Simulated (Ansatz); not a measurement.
| atom | x (Å) | y (Å) | z (Å) |
| --- | --- | --- | --- |
| Si | -1.2990 | -0.0342 | -0.0486 |
| S | 0.2984 | -0.1595 | -1.4786 |
| B | 1.6122 | -0.1636 | -0.1308 |
| Br | 2.4129 | 1.5596 | 0.4930 |
| H | -2.5869 | -0.0098 | -0.7576 |
| H | -1.2568 | -1.2027 | 0.8436 |
| H | -1.1572 | 1.1964 | 0.7443 |
| H | 1.9765 | -1.1862 | 0.3347 |

Not at a stationary point (largest force 1.8 eV/Å).

The calculation used SCF cam_b3lyp, Gaussian basis in Ansatz 0.2.0.

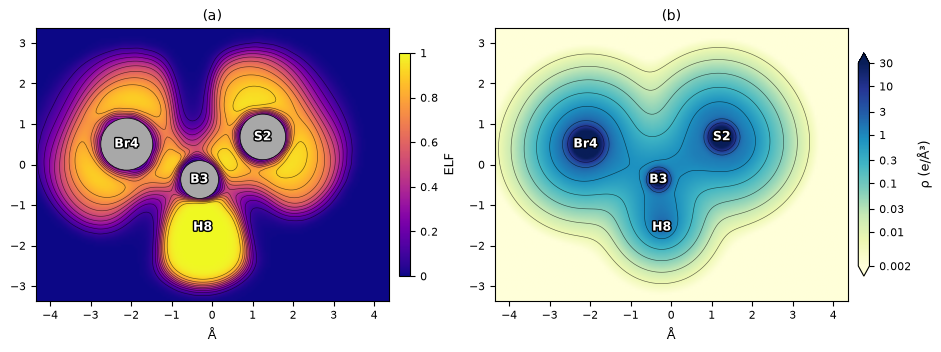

BBrH₄SSi (SMILES [SiH3]SBBr). (a) electron localisation function; (b) total electron density on the plane of atoms Br4, B3 and H8. Grey discs cover the atomic cores in the ELF map.

> Interpret the plot.

- Atoms in the plane: S, B, Br and H.
- B–S (1.88 Å): ρ at the midpoint is about 1.1 e/Å³, with its minimum of 0.95 e/Å³ about 0.6 Å from B; the ELF peaks at about 0.95 between the atoms; a covalent bond.
- B–Br (2.00 Å): ρ is about 0.95 e/Å³ halfway, with its minimum of 0.79 e/Å³ about 0.7 Å from B; the ELF peaks at about 0.90 between the atoms; a polar covalent bond.
- B–H (1.18 Å): ρ is about 1.3 e/Å³ halfway; the ELF climbs to about 1 towards the hydrogen, as it does in any bond to H (an ordinary covalent bond to hydrogen).
- The ELF also peaks beside Br4 and S2, away from the bonds: lone-pair regions.
